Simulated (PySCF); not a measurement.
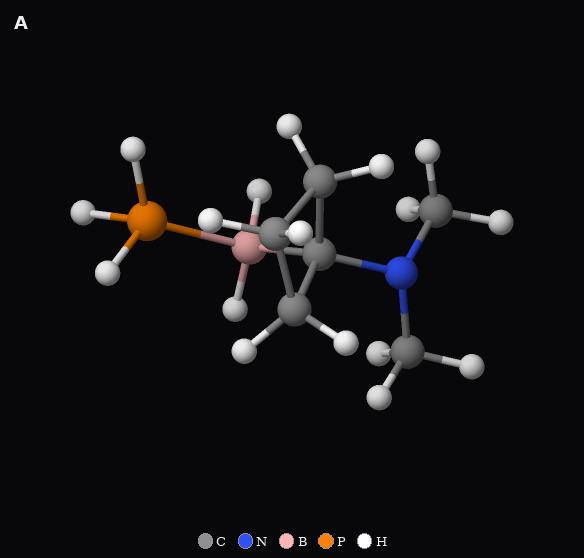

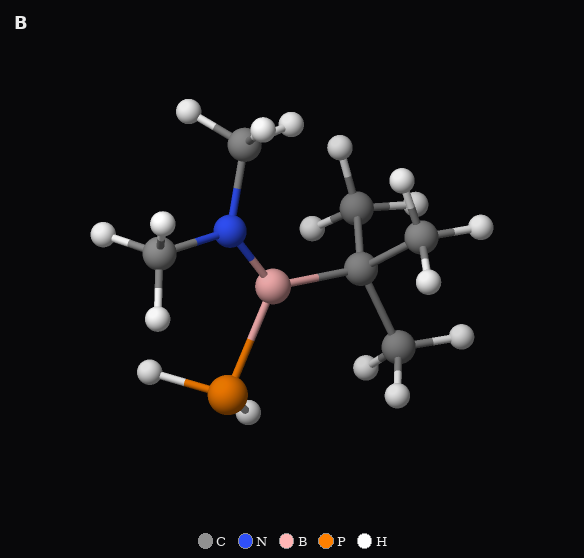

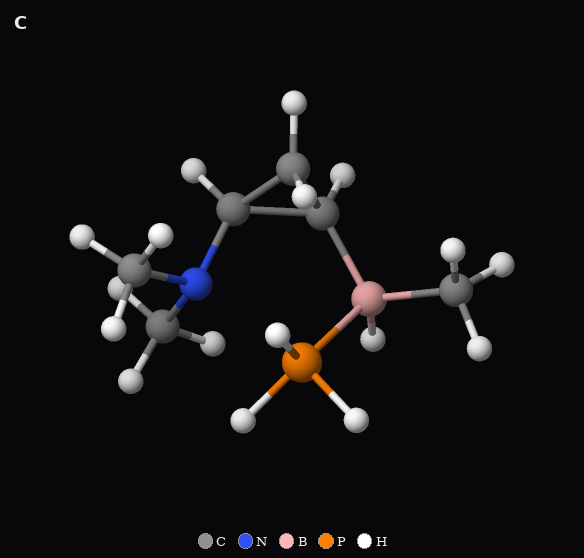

3 stationary structures of one formula. Geometries: GFN2-xTB. Electronic energies: PBE0/pcSseg-1 (PySCF 2.14.0), without zero-point energy. No frequency run is at hand to confirm each as a minimum. Each is one conformer, not always the lowest.

Question: How are they related?

Answer: They are constitutional isomers of C6H17BNP: A `CN(C)C1([BH2-][PH3+])CCC1`, B `CN(C)B(P)C(C)(C)C`, C `C[B@@H-]([PH3+])[C@@H]1C[C@@H]1N(C)C`.

Question: Which structure is the most stable?

Answer: B is lowest; C lies 220.7 kJ/mol above it, A lies 262.9 kJ/mol above it.

The geometry is semi-empirical. Around B, P such bond lengths and angles can be off by a tenth of an ångström or more and by several degrees, and values that hang on the shape move with them.
